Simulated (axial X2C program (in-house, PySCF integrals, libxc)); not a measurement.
# IBe⁺: from the state search to constants

Aim: find the lowest determinant of IBe⁺, scan the bond at several levels and fit the constants, once spin-free and once with spin–orbit coupling.

Method: all-electron X2C, I dyall-cv3z, Be dyall-cv3z; program: an in-house X2C program for linear molecules on PySCF integrals.

All values are calculated.

### Step 1. Input

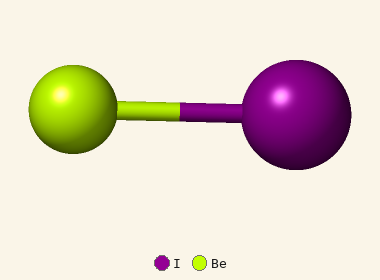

The two atoms at 2.350 Å (iodine purple, beryllium green).

The input, task.json:

```json
{
 "zs": [
  53,
  4
 ],
 "q": 1,
 "bas": [
  "dyall-cv3z",
  "dyall-cv3z"
 ],
 "levels": [
  "PBE0",
  "HF",
  "M06"
 ],
 "cc": true,
 "r0": 2.35,
 "thr": -2.0,
 "nmax": 90,
 "npts": 10,
 "nst": 2,
 "ntry": 6
}
```

Keys: zs atomic numbers; q charge; bas basis sets; levels methods (HF also brings MP2); cc coupled cluster on or off; r0 starting distance in Å; thr threshold in hartree for freezing inner shells (an s shell follows its p shell); nmax most natural virtual spinors; npts points asked for on the curve; nst determinants followed; ntry starts of the search.

Run with:

```console
$ python so2c.py task.json out
```

Spin-free means the one-electron spin-free X2C Hamiltonian; two-component (2c) means X2C with spin–orbit coupling and atomic mean-field two-electron Coulomb and Gaunt terms. Basis: I dyall-cv3z contracted to [11s12p8d4f1g], Be dyall-cv3z contracted to [8s8p3d1f]; Gaussian nuclei, density fitting. Masses: I 126.904 u, Be 9.012 u.

Notation: σ, π±, δ± give the projection m of an orbital's angular momentum (0, ±1, ±2), α and β its spin, Λ and M_S the sums; ω is the projection of a spinor's total angular momentum and Ω the sum. Logs are in hartree.

The results follow Hamiltonian by Hamiltonian and level by level.

### Step 2. Search for the lowest determinant

PBE0 moves the distance from 2.350 Å to 2.075 Å and compares determinants there.

Spin-free determinants:

```json
{"ΔE (eV)": "0.00", "state": "M_S = 0, Λ = 0", "open shells": "closed shell"}
{"ΔE (eV)": "2.44", "state": "M_S = 1, Λ = 1", "open shells": "beyond closed shells: σα, π+α, π+β, π-α"}
{"ΔE (eV)": "2.48", "state": "M_S = 0, Λ = 1", "open shells": "beyond closed shells: σβ, π+α, π+β, π-α"}
{"ΔE (eV)": "4.26", "state": "M_S = 1, Λ = 0", "open shells": "beyond closed shells: 2 × σα"}
{"ΔE (eV)": "4.71", "state": "M_S = 1, Λ = 2", "open shells": "beyond closed shells: 2 × π+α, π+β, π-α"}
{"ΔE (eV)": "4.71", "state": "M_S = 1, Λ = 0", "open shells": "beyond closed shells: π+α, π+β, 2 × π-α"}
{"ΔE (eV)": "4.85", "state": "M_S = 0, Λ = 2", "open shells": "beyond closed shells: π+α, 2 × π+β, π-α"}
```

Two-component determinants:

```
ΔE (eV)  state                              open shells
   0.00  Ω = 0                             closed shell
   2.14  Ω = 2   excess of +ω over −ω: ω = 1/2, ω = 3/2
   2.18  Ω = 1  excess of +ω over −ω: ω = -1/2, ω = 3/2
   2.74  Ω = 1        excess of +ω over −ω: 2 × ω = 1/2
   4.44  Ω = 3        excess of +ω over −ω: 2 × ω = 3/2
   5.04  Ω = 1  excess of +ω over −ω: ω = -1/2, ω = 3/2
   5.13  Ω = 2   excess of +ω over −ω: ω = 1/2, ω = 3/2
```

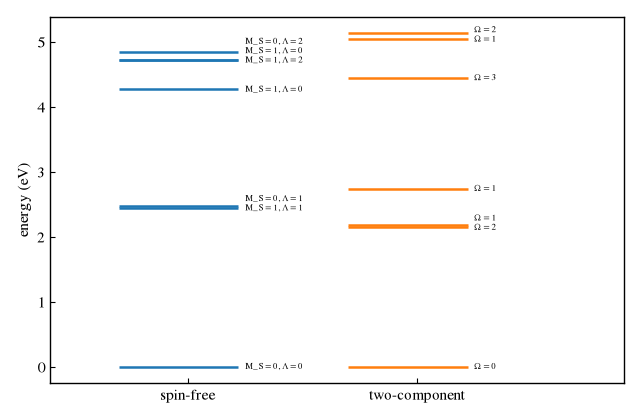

The determinants found, each set from its own lowest.

### Step 3. PBE0, spin-free

State followed: M_S = 0, Λ = 0 (closed shell). The scan is laid around 2.075 Å, a first estimate of the minimum, and this SCF restarts from the orbitals of the search.

The SCF at the reference distance of 2.075 Å:

```text
spin-free X2C-1e  PBE0
basis functions 178  fitting functions 878  grid points 5079
iter        total energy     max residual
   1      -7129.762158809     8.96e-05
   2      -7129.762158873     2.14e-05
   3      -7129.762158878     1.83e-05
converged
one-electron -9868.60493968  Coulomb 2870.30127355  exact exchange -45.71495214  xc functional -139.80887492  nuclear repulsion 54.06533432
```

Along the bond, energies from the lowest point:

```csv
R (Å),E (eV),μ (D),HOMO (eV),LUMO (eV),iterations
1.805,0.8608,6.89,-14.63,-9.49,26
1.888,0.3541,7.36,-14.37,-9.63,20
1.950,0.1364,7.71,-14.20,-9.74,18
2.013,0.0260,8.05,-14.03,-9.85,16
2.075,0.0000,8.39,-13.87,-9.96,3
2.148,0.0513,8.77,-13.71,-10.09,16
2.220,0.1685,9.13,-13.56,-10.22,14
2.314,0.3849,9.57,-13.38,-10.38,15
2.428,0.7112,10.05,-13.20,-10.56,13
2.594,1.2326,10.63,-13.00,-10.78,15
```

Dipoles are positive if Be is the positive end and refer to the centre of mass.

Outer orbitals at the reference distance:

```tsv
symmetry	occupied	ε (eV)	atomic character
σα	yes	-25.41	72% I s, 14% Be p, 9% Be s
σα	yes	-16.10	66% I p, 20% Be s, 6% Be p
π-α	yes	-13.87	80% I p, 14% Be p, 4% Be d
π+α	yes	-13.87	80% I p, 14% Be p, 4% Be d
σα	no	-9.96	48% Be s, 42% Be p, 6% I p
π+α	no	-7.27	76% Be p, 12% I p, 9% I d
π-α	no	-7.27	76% Be p, 12% I p, 9% I d
σα	no	-3.59	48% Be p, 17% Be s, 16% Be d
```

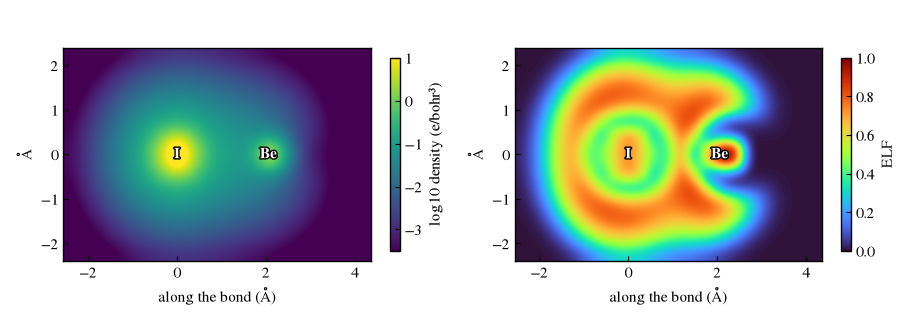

PBE0 fields in a plane through the axis, from a grid of 0.3 Å; I lies at z = 0 and Be at z = 2.075 Å; the ELF is damped to zero where the density is low.

Re = 2.066 Å, ωe = 752 cm⁻¹, ωexe = 3.71 cm⁻¹, Be = 0.4693 cm⁻¹, De = 3.54 eV, μ = 8.34 D.

### Step 4. HF, spin-free

The SCF at the reference distance of 2.075 Å:

```text
spin-free X2C-1e  HF
basis functions 178  fitting functions 878  grid points 5079
iter        total energy     max residual
   1      -7127.098140389     3.50e-01
   2      -7127.117110968     6.84e-03
   3      -7127.117536019     7.30e-03
   4      -7127.117590768     1.33e-03
   5      -7127.117597589     3.49e-04
   6      -7127.117598316     1.56e-04
   7      -7127.117598431     3.05e-05
   8      -7127.117598443     1.26e-05
   9      -7127.117598445     5.86e-06
  10      -7127.117598446     5.57e-07
converged
one-electron -9867.88271424  Coulomb 2869.62196783  exact exchange -182.92218635  xc functional 0.00000000  nuclear repulsion 54.06533432
```

Re = 2.079 Å, ωe = 747 cm⁻¹, ωexe = 3.73 cm⁻¹, Be = 0.4633 cm⁻¹, De = 2.18 eV, μ = 9.22 D.

### Step 5. M06, spin-free

Output at 2.075 Å:

```text
spin-free X2C-1e  M06
basis functions 178  fitting functions 878  grid points 5079
iter        total energy     max residual
   1      -7130.255157552     2.22e-01
   2      -7130.259414274     6.44e-03
   3      -7130.259876782     1.42e-02
   4      -7130.259967111     1.02e-03
   5      -7130.259973971     1.29e-03
   6      -7130.259975213     1.93e-04
   7      -7130.259975299     1.03e-04
   8      -7130.259975331     4.57e-05
   9      -7130.259975333     3.72e-06
converged
one-electron -9868.28766146  Coulomb 2869.99994555  exact exchange -49.37816596  xc functional -136.65942778  nuclear repulsion 54.06533432
```

Re = 2.067 Å, ωe = 743 cm⁻¹, ωexe = 3.72 cm⁻¹, Be = 0.4689 cm⁻¹, De = 3.53 eV, μ = 8.14 D.

### Step 6. Correlated methods, spin-free

Correlated methods: 8 electrons correlated (frozen shells, counted by type: I 4 s, 3 p, 2 d; Be 1 s), 226 virtual spinors in MP2, 90 natural virtuals in coupled cluster.

Output of the correlated part at 2.075 Å:

```text
correlated 8  virtual 226  natural virtual 90  E(MP2) -0.165522643  MP2 remainder -0.002939655
iter   CCSD correlation   residual
   1     -0.172542088   9.47e-02
   2     -0.176778837   3.78e-02
   3     -0.178032797   1.49e-02
   4     -0.178056246   4.67e-03
   5     -0.178067605   1.09e-03
   6     -0.178065792   3.19e-04
   7     -0.178066233   1.12e-04
   8     -0.178066980   4.20e-05
   9     -0.178066623   1.37e-05
  10     -0.178066653   3.52e-06
  11     -0.178066609   9.99e-07
  12     -0.178066613   3.07e-07
(T) -0.008784995  T1 0.0237  D1 0.0300  max T2 0.047
```

T1 in the output is the amplitude norm over the root of the electron number; divide by √2 for the Lee–Taylor value.

MP2: Re = 2.075 Å, ωe = 761 cm⁻¹, Be = 0.4652 cm⁻¹, De = 3.48 eV.

CCSD: Re = 2.077 Å, ωe = 749 cm⁻¹, ωexe = 3.95 cm⁻¹, Be = 0.4643 cm⁻¹, De = 3.41 eV. T1 at Re = 0.017 (Lee–Taylor, the printed value over √2).

CCSD(T): Re = 2.080 Å, ωe = 747 cm⁻¹, ωexe = 3.82 cm⁻¹, Be = 0.4632 cm⁻¹, De = 3.53 eV. T1 at Re = 0.017 (Lee–Taylor, the printed value over √2).

### Step 7. A higher determinant, spin-free

State: M_S = 1, Λ = 1 (beyond closed shells: σα, π+α, π+β, π-α).

Output at the reference distance:

```text
spin-free X2C-1e  PBE0
basis functions 178  fitting functions 878  grid points 5079
iter        total energy     max residual
   1      -7129.672503227     1.92e-05
   2      -7129.672503232     6.71e-06
converged
one-electron -9863.87792654  Coulomb 2865.65382668  exact exchange -45.71988449  xc functional -139.79385320  nuclear repulsion 54.06533432
```

```csv
R (Å),E above the lowest PBE0 point (eV)
1.805,4.415
1.888,3.557
1.950,3.081
2.013,2.715
2.075,2.440
2.148,2.208
2.220,2.052
2.314,1.934
2.428,1.882
```

No constants are quoted: the lowest point is the long end of the scan.

### Step 8. The spin-free curves together

Energy (eV) of the followed determinant, spin-free, from each level's lowest point:

```csv
R (Å),PBE0,HF,MP2,CCSD,CCSD(T),M06
1.805,0.861,0.957,0.950,n/a,n/a,0.858
1.888,0.354,0.412,0.405,0.404,0.414,0.353
1.950,0.136,0.172,0.165,0.166,0.173,0.136
2.013,0.026,0.042,0.038,0.039,0.042,0.027
2.075,0.000,0.000,0.000,0.000,0.000,0.000
2.148,0.051,0.036,0.043,0.039,0.036,0.049
2.220,0.168,0.142,0.156,0.146,0.141,0.162
2.314,0.385,0.347,0.374,0.351,0.345,0.372
2.428,0.711,0.663,0.710,n/a,n/a,0.688
2.594,1.233,1.176,1.254,n/a,n/a,1.193
```

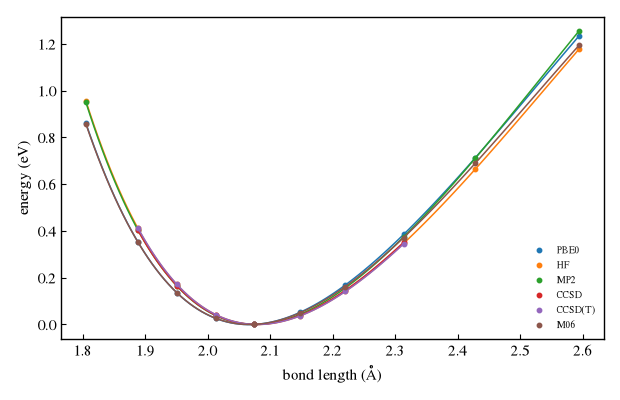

Curves of the followed state, spin-free, each from its own lowest point.

### Step 9. PBE0, 2c

State followed: Ω = 0 (closed shell). The scan is laid around 2.075 Å, a first estimate of the minimum, and this SCF restarts from the orbitals of the search.

The SCF at the reference distance of 2.075 Å:

```text
two-component X2C + atomic mean field  PBE0
basis functions 178  fitting functions 878  grid points 5079
iter        total energy     max residual
   1      -7126.786631010     9.20e-05
   2      -7126.786631012     9.20e-06
converged
one-electron -9859.70840557  Coulomb 2868.59948352  exact exchange -45.68680178  xc functional -139.72830300  nuclear repulsion 54.06533432  atomic mean-field constant -4.32793851
```

Along the bond, energies from the lowest point:

```csv
R (Å),E (eV),μ (D),HOMO (eV),LUMO (eV),iterations
1.805,0.8786,6.84,-14.34,-9.48,26
1.888,0.3676,7.30,-14.08,-9.62,23
1.950,0.1461,7.63,-13.91,-9.72,22
2.013,0.0311,7.97,-13.74,-9.83,18
2.075,0.0000,8.29,-13.59,-9.94,2
2.148,0.0442,8.64,-13.42,-10.07,19
2.220,0.1529,8.98,-13.28,-10.20,15
2.314,0.3558,9.36,-13.11,-10.35,16
2.428,0.6605,9.74,-12.95,-10.51,17
2.594,1.1377,10.11,-12.80,-10.69,17
```

Dipoles are positive if Be is the positive end and refer to the centre of mass.

Outer spinors at the reference distance:

```
  ω  occupied  ε (eV)              atomic character    λ mixture
1/2       yes  -25.43    72% I s, 14% Be p, 9% Be s       100% σ
1/2       yes  -16.20    68% I p, 18% Be s, 6% Be p  96% σ, 4% π
1/2       yes  -14.15    80% I p, 12% Be p, 4% Be d  95% π, 5% σ
3/2       yes  -13.59    79% I p, 16% Be p, 4% Be d       100% π
1/2        no   -9.94    48% Be s, 42% Be p, 7% I p       100% σ
1/2        no   -7.30     78% Be p, 11% I p, 9% I d       100% π
3/2        no   -7.22     75% Be p, 14% I p, 9% I d       100% π
1/2        no   -3.59  48% Be p, 17% Be s, 16% Be d       100% σ
```

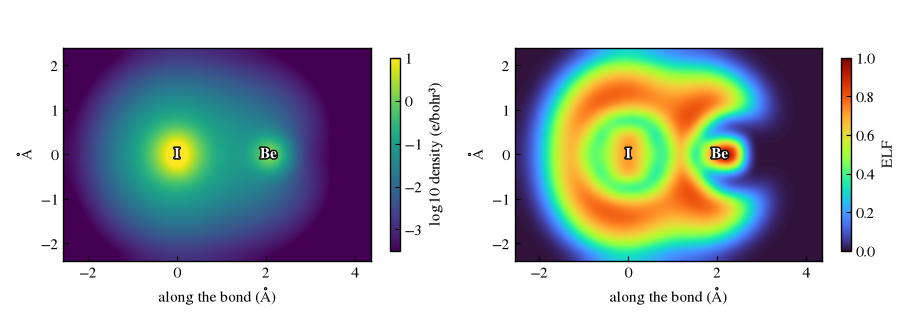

PBE0 fields in a plane through the axis, from a grid of 0.3 Å; I lies at z = 0 and Be at z = 2.075 Å; the ELF is damped to zero where the density is low.

Re = 2.071 Å, ωe = 739 cm⁻¹, ωexe = 4.06 cm⁻¹, Be = 0.467 cm⁻¹, De = 3.30 eV, μ = 8.27 D.

### Step 10. HF, 2c

The SCF at the reference distance of 2.075 Å:

```text
two-component X2C + atomic mean field  HF
basis functions 178  fitting functions 878  grid points 5079
iter        total energy     max residual
   1      -7124.118733342     4.10e-01
   2      -7124.137688514     6.83e-03
   3      -7124.138115894     8.51e-03
   4      -7124.138171437     1.36e-03
   5      -7124.138178821     4.47e-04
   6      -7124.138179764     2.08e-04
   7      -7124.138179924     3.90e-05
   8      -7124.138179946     1.77e-05
   9      -7124.138179950     7.88e-06
  10      -7124.138179950     8.52e-07
converged
one-electron -9858.98718019  Coulomb 2867.92096176  exact exchange -182.80935733  xc functional 0.00000000  nuclear repulsion 54.06533432  atomic mean-field constant -4.32793851
```

Re = 2.084 Å, ωe = 736 cm⁻¹, ωexe = 4.02 cm⁻¹, Be = 0.4613 cm⁻¹, De = 1.89 eV, μ = 9.15 D.

### Step 11. M06, 2c

The SCF at the reference distance of 2.075 Å:

```text
two-component X2C + atomic mean field  M06
basis functions 178  fitting functions 878  grid points 5079
iter        total energy     max residual
   1      -7127.277965671     2.24e-01
   2      -7127.282340083     6.68e-03
   3      -7127.282812090     1.50e-02
   4      -7127.282909323     1.03e-03
   5      -7127.282918352     1.49e-03
   6      -7127.282920679     1.91e-04
   7      -7127.282921255     3.31e-04
   8      -7127.282921329     3.07e-05
   9      -7127.282921347     3.83e-06
  10      -7127.282921347     9.43e-07
converged
one-electron -9859.37208073  Coulomb 2868.27915295  exact exchange -49.34776000  xc functional -136.57962939  nuclear repulsion 54.06533432  atomic mean-field constant -4.32793851
```

Re = 2.073 Å, ωe = 728 cm⁻¹, ωexe = 3.65 cm⁻¹, Be = 0.4663 cm⁻¹, De = 3.26 eV, μ = 8.04 D.

### Step 12. MP2 and beyond, 2c

Correlated methods: 8 electrons correlated (frozen shells, counted by type: I 4 s, 3 p, 2 d; Be 1 s), 226 virtual spinors in MP2, 90 natural virtuals in coupled cluster.

Output of the correlated part at 2.075 Å:

```text
correlated 8  virtual 226  natural virtual 90  E(MP2) -0.164942983  MP2 remainder -0.002956610
iter   CCSD correlation   residual
   1     -0.172014111   9.40e-02
   2     -0.176238017   3.74e-02
   3     -0.177462991   1.47e-02
   4     -0.177485911   4.62e-03
   5     -0.177496840   1.09e-03
   6     -0.177494991   3.20e-04
   7     -0.177495363   1.14e-04
   8     -0.177496094   4.45e-05
   9     -0.177495707   1.55e-05
  10     -0.177495737   5.10e-06
  11     -0.177495679   2.12e-06
  12     -0.177495694   1.08e-06
(T) -0.008679590  T1 0.0233  D1 0.0300  max T2 0.048
```

MP2: Re = 2.079 Å, ωe = 752 cm⁻¹, Be = 0.4633 cm⁻¹, De = 3.21 eV.

CCSD: Re = 2.082 Å, ωe = 738 cm⁻¹, ωexe = 4.29 cm⁻¹, Be = 0.4622 cm⁻¹, De = 3.13 eV. T1 at Re = 0.017 (Lee–Taylor, the printed value over √2).

CCSD(T): Re = 2.084 Å, ωe = 736 cm⁻¹, ωexe = 4.15 cm⁻¹, Be = 0.4611 cm⁻¹, De = 3.26 eV. T1 at Re = 0.017 (Lee–Taylor, the printed value over √2).

### Step 13. A higher determinant, 2c

State: Ω = 2 (excess of +ω over −ω: ω = 1/2, ω = 3/2).

Output at the reference distance:

```text
two-component X2C + atomic mean field  PBE0
basis functions 178  fitting functions 878  grid points 5079
iter        total energy     max residual
   1      -7126.707939810     2.68e-05
   2      -7126.707939811     3.37e-06
converged
one-electron -9855.19485898  Coulomb 2864.15849247  exact exchange -45.69267302  xc functional -139.71629609  nuclear repulsion 54.06533432  atomic mean-field constant -4.32793851
```

```csv
R (Å),E above the lowest PBE0 point (eV)
1.805,4.123
1.888,3.264
1.950,2.786
2.013,2.418
2.075,2.141
2.148,1.907
2.220,1.749
2.314,1.629
2.428,1.574
```

No constants are quoted: the lowest point is the long end of the scan.

### Step 14. The 2c curves together

Energy (eV) of the followed determinant, 2c, from each level's lowest point:

```csv
R (Å),PBE0,HF,MP2,CCSD,CCSD(T),M06
1.805,0.879,0.973,0.966,n/a,n/a,0.876
1.888,0.368,0.424,0.417,0.416,0.426,0.367
1.950,0.146,0.180,0.174,0.175,0.181,0.147
2.013,0.031,0.046,0.042,0.044,0.047,0.032
2.075,0.000,0.000,0.000,0.000,0.000,0.000
2.148,0.044,0.030,0.037,0.033,0.030,0.041
2.220,0.153,0.128,0.143,0.132,0.127,0.145
2.314,0.356,0.322,0.351,0.326,0.320,0.341
2.428,0.661,0.621,0.671,n/a,n/a,0.638
2.594,1.138,1.099,1.183,n/a,n/a,1.103
```

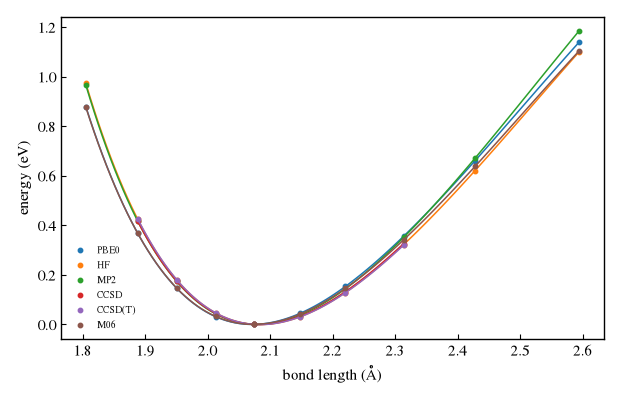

Curves of the followed state, 2c, each from its own lowest point.

The whole job took 2.7 min on 1 thread of Intel Xeon Platinum 8488C (Sapphire Rapids), shared host; peak memory 0.53 GiB.

### Step 15. Constants

Lowest determinant that the search found at its distance, spin-free: M_S = 0, Λ = 0 (closed shell).

Lowest determinant that the search found at its distance, 2c: Ω = 0 (closed shell).

```tsv
Hamiltonian	level	Re (Å)	ωe (cm⁻¹)	De (eV)	μ (D)
spin-free	PBE0	2.066	752	3.54	8.34
spin-free	HF	2.079	747	2.18	9.22
spin-free	MP2	2.075	761	3.48	n/a
spin-free	CCSD	2.077	749	3.41	n/a
spin-free	CCSD(T)	2.080	747	3.53	n/a
spin-free	M06	2.067	743	3.53	8.14
2c	PBE0	2.071	739	3.30	8.27
2c	HF	2.084	736	1.89	9.15
2c	MP2	2.079	752	3.21	n/a
2c	CCSD	2.082	738	3.13	n/a
2c	CCSD(T)	2.084	736	3.26	n/a
2c	M06	2.073	728	3.26	8.04
```

Dipoles are positive if Be is the positive end and refer to the centre of mass.

Time per point (s) on 1 thread of Intel Xeon Platinum 8488C (Sapphire Rapids), shared host (2c runs; CCSD comes with the CCSD(T) run); the times are rough: PBE0 0.82, HF 0.43, MP2 0.52, CCSD(T) 3.7, M06 1.4.

**Reading.** At CCSD(T), going from spin-free to two-component changes Re by +5 mÅ, ωe by -1.5 %; the spin-free picture holds up (part of it comes from the scalar share of the two-electron terms). De moves by -0.27 eV; both De rest on single-determinant atoms, which can miss part of an open shell's spin–orbit lowering.

De refers to I + Be+, each in the lowest determinant found, which need not be this curve's own limit. The state is a single determinant with fixed occupations, the lowest that a limited PBE0 search found. The closed shell is kept restricted; where the fragments are open shells, the energy then runs too high at long range. Dissociation energies refer to the lowest single-determinant-based atoms at the same level and basis. CCSD and (T) use frozen natural virtuals with an MP2 correction for the truncation. The meta-GGAs lack a current-density term, which matters for open shells with orbital currents, atoms included.
